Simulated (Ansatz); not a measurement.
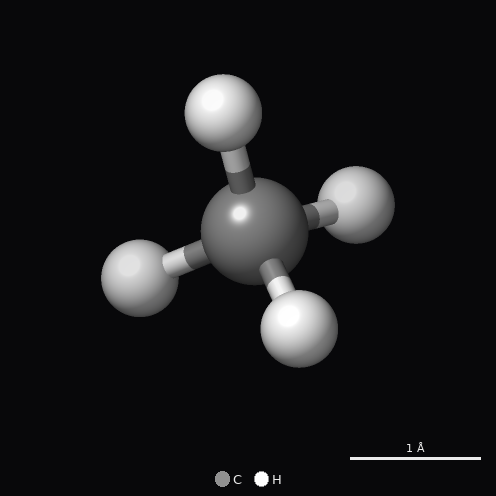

The picture shows a molecular structure as a ball-and-stick model. Every bond is drawn as one stick, whatever its order.

Question: What is the molecular formula?

Answer: CH4, 5 atoms: 1 carbon and 4 hydrogen.

Question: Give the symmetry (Schoenflies symbol).

Answer: Td.

More results for the same structure follow; atom numbers are the same in all pictures, views and colours differ. The computed structure is the end point of a PBE0-D4/def2-TZVP optimisation.

### Vibrations

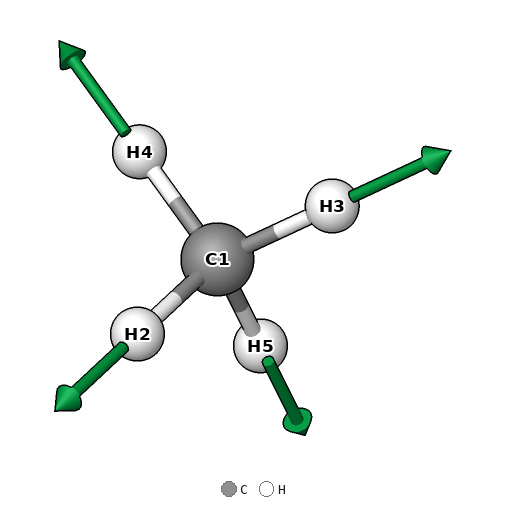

The arrows show one normal mode. Harmonic vibrations computed with RKS PBE0-D4/def2-TZVP (Ansatz 0.2.0) at a stationary point of the same level.

Question: What kind of motion is it?

Answer: Mostly in-phase stretching of 4 C–H bonds.

Question: At what wavenumber does it lie?

Answer: 3047 cm⁻¹; it is mode 6 of 9 counted from the lowest.

### Charges

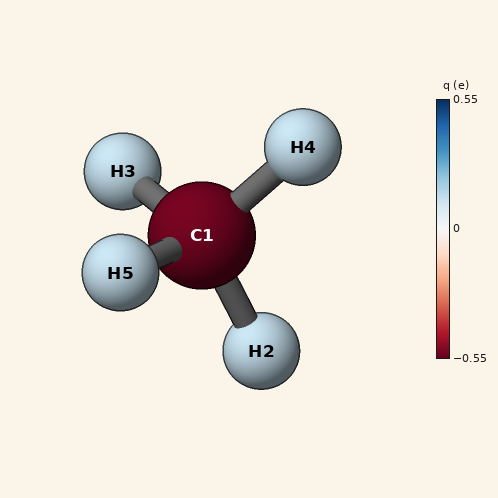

Atoms are coloured by their Mulliken charges. Method: RKS PBE0-D4/def2-TZVP (Ansatz 0.2.0).

List the Mulliken charges.

```csv
atom,value (e)
C1,−0.53
H2,0.13
H3,0.13
H4,0.13
H5,0.13
```

### Thermal motion

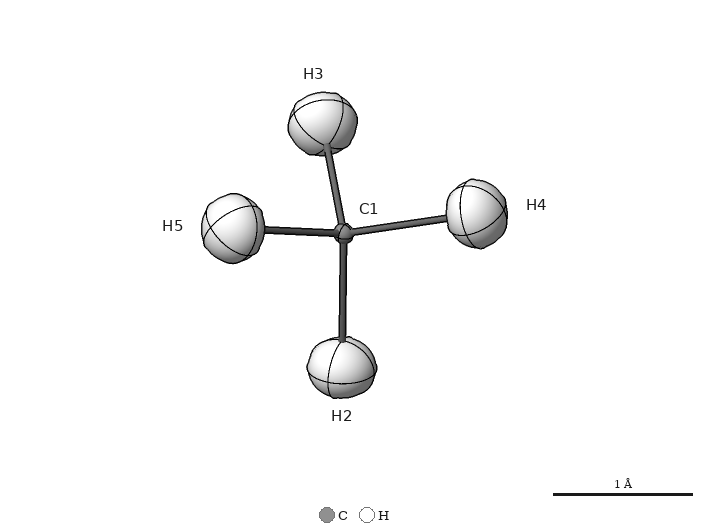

Displacement ellipsoids at the 50 % level, enlarged 2 times, from the internal vibrations of the free molecule (harmonic, no overall translation or rotation; no half-axis is drawn under 0.075 Å). Vibrations computed with RKS PBE0-D4/def2-TZVP (Ansatz 0.2.0). Temperature: 100 K.

Give the displacement parameters, one line for each set of equivalent atoms.

```tsv
atom	U_eq (Å²)	rms amplitudes (Å)
C1	0.00021	0.014, 0.014, 0.014
H2, H3, H4, H5	0.0061	0.071, 0.081, 0.081
```

Mulliken values depend strongly on the basis set and can even reverse the polarity of a bond.
